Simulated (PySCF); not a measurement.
# Changing the system itself: SnC⁺ (quartet)

One physical setting of the base script is moved in each run, with the edits that it forces.

Computed with PySCF 2.14.0. Level: each script names its method and basis.

3 further runs of the same task are left out: 2 for a known fault of the program, 1 that didn't finish.

## (1) The system as given

SnC⁺ (quartet): 2 atoms, charge 1, spin multiplicity 4.

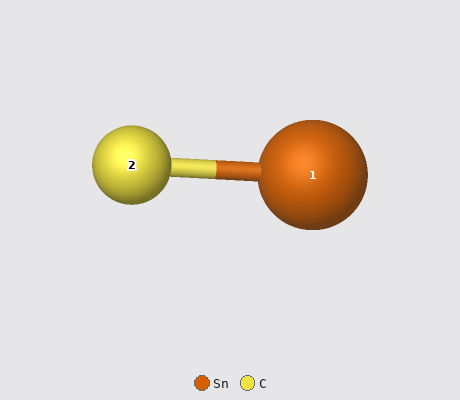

Start geometry, drawn with tin orange, carbon yellow; atoms are numbered from 1 in the order of the file.

## (2) The base run

Contents of input.py:

```python
from pyscf import gto, scf, mp

mol = gto.M(
    atom='Sn 0 0 0; C 0 0 1.944',
    basis='x2c-svpall',
    charge=1,
    spin=3,
    verbose=4,
)
mf = scf.UHF(mol)
mf = mf.sfx2c1e()
mf.kernel()
mp.MP2(mf, frozen=19).kernel()
mf.dip_moment()
print('orbital energies (hartree):', [e[max(0, n-3):n+3].round(4) for e, n in zip(mf.mo_energy, mol.nelec)])
```

The run is started by

```bash
OMP_NUM_THREADS=1 python input.py
```

The log of this run is left out.

In short: E(SCF) = -6210.672480 Eh, 13 cycles, E(MP2) − E(SCF) = -0.11625 Eh, ⟨S²⟩ = 3.755.

The bond length is a typed value, not an optimised one. The dipole of an ion depends on the origin. The quartet is typed in the script; nothing here shows that it is the ground state.

## (3) Lengths in bohr

Run 1 changes length unit: angstrom → bohr; bond length: 1.944 Å → 1.944 bohr.

Contents of input.py:

```python
from pyscf import gto, scf, mp

mol = gto.M(
    atom='Sn 0 0 0; C 0 0 1.944',
    basis='x2c-svpall',
    charge=1,
    spin=3,
    unit='bohr',
    verbose=4,
)
mf = scf.UHF(mol)
mf = mf.sfx2c1e()
mf.kernel()
mp.MP2(mf, frozen=19).kernel()
mf.dip_moment()
print('orbital energies (hartree):', [e[max(0, n-3):n+3].round(4) for e, n in zip(mf.mo_energy, mol.nelec)])
```

The run is started by

```bash
OMP_NUM_THREADS=1 python input.py
```

## (4) Electric field -0.01 a.u.

Run 2 changes electric field: none → -0.01 a.u.

Edit input.py of step 2 so:

```diff
@@ -11,2 +11,7 @@
 mf = mf.sfx2c1e()
+field = -0.01  # electric field along z, atomic units
+h = mf.get_hcore() + field*mol.intor('int1e_r')[2]
+mf.get_hcore = lambda *args: h
+e_nuc = mol.energy_nuc() - field*mol.atom_charges() @ mol.atom_coords()[:, 2]
+mf.energy_nuc = lambda *args: e_nuc
 mf.kernel()
```

## (5) Sextet

Run 3 changes spin (2S): 3 → 5.

Edit input.py of step 2 so:

```diff
@@ -6,3 +6,3 @@
     charge=1,
-    spin=3,
+    spin=5,
     verbose=4,
```

**Question.** What will these runs give? Wanted: for each run, E(SCF); from base; gap, α spin; after the SCF.

The runs gave:

```tsv
run	E(SCF) (hartree)	from base (eV)	cycles	gap, α spin (eV)	after the SCF
base	-6210.672480	0	13	11.10	MP2 correlation -3.163 eV, core frozen
lengths in bohr (poor choice)	-6208.382456	not comparable	11	9.46	MP2 correlation -4.324 eV, core frozen
electric field -0.01 a.u.	-6210.672419	not comparable	13	11.22	MP2 correlation -3.176 eV, core frozen
sextet	-6210.551126	+3.3022	12	7.34	MP2 correlation -2.378 eV, core frozen
```

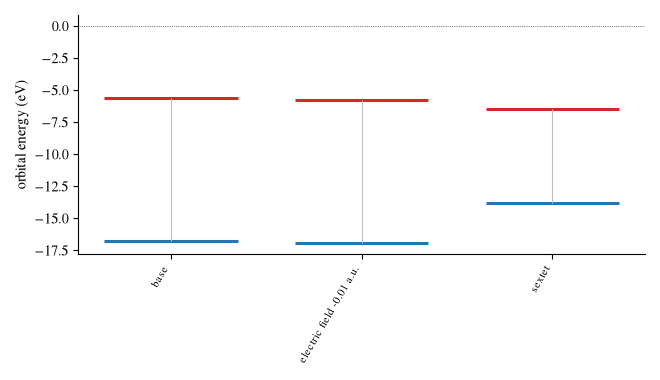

Frontier levels by run: filled blue, empty red. Open-shell runs show the α spin alone. Unsound runs are left out.

What this shows: The sextet solution found lies 3.30 eV above the base quartet at this geometry and level. Rows marked «poor choice» come from settings spoiled on purpose.
